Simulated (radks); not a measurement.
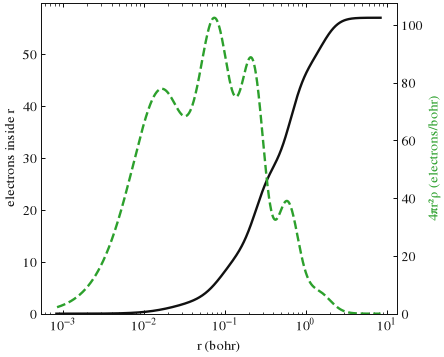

The praseodymium ion Pr²⁺ in the configuration [Kr] 4d10 4f3 5s1 5p6 5d1. All numbers are computed, not measured: scalar-relativistic Kohn-Sham, r2SCAN, spin-unpolarised, spherical densities, finite nucleus (the in-house radial solver radks).

The plot shows the number of electrons inside radius r (solid) and the radial density 4πr²ρ (dashed).

Describe it and give its main numbers.

The count levels off at 57 electrons. Half of them lie within 0.406 bohr, 90 % within 1.53 bohr and 99 % within 2.93 bohr. The radial density has minima at 0.0324, 0.138 and 0.422 bohr, where the count stands at 2.0, 11.1 and 29.0; these part the shells that the density resolves.
